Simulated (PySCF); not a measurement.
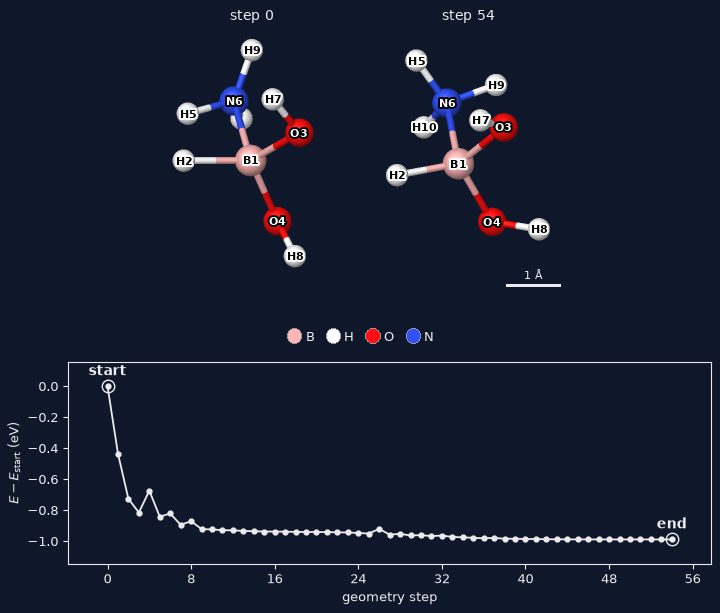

First and last geometry of a relaxation of BNH6O2 (started from a transition state, displaced along its imaginary mode), with the history of the run. A ball-and-stick model, seen from a free direction.

Theory: RKS PBE0-D4/def2-TZVP, density fitting (PySCF). 

**Read the history and describe the run.**

It converged. The largest move after the best rigid fit is that of H5, 1.04 Å. Largest moves by element: H 1.04 Å, O 0.24 Å, B 0.18 Å, N 0.08 Å. Among the contacts that change: B1–H2 1.320 → 1.224 Å, B1–N6 1.674 → 1.707 Å, B1–O3 1.454 → 1.433 Å, H5–N6 1.028 → 1.014 Å. Bond angles that change, for instance: B1–N6–H5 69.2° → 112.5°, H5–N6–H10 120.3° → 109.5°, B1–N6–H9 117.7° → 107.5°. Groups turn about B1–N6 by about 55°, B1–O4 by about 50°, B1–O3 by about 35°. The energy falls by 0.988 eV in 54 geometry steps. The run took 8.1 min on 4 threads of Arm Neoverse V1, on a shared host.

```csv
step,"E − E(0), eV"
0,0.0000
1,-0.4353
2,-0.7264
3,-0.8148
4,-0.6731
5,-0.8417
6,-0.8208
7,-0.8941
8,-0.8705
9,-0.9216
10,-0.9237
12,-0.9296
15,-0.9376
17,-0.9382
19,-0.9402
22,-0.9421
24,-0.9465
26,-0.9199
29,-0.9627
31,-0.9667
33,-0.9720
35,-0.9776
38,-0.9839
40,-0.9854
42,-0.9868
45,-0.9880
47,-0.9882
49,-0.9883
52,-0.9883
54,-0.9884
```
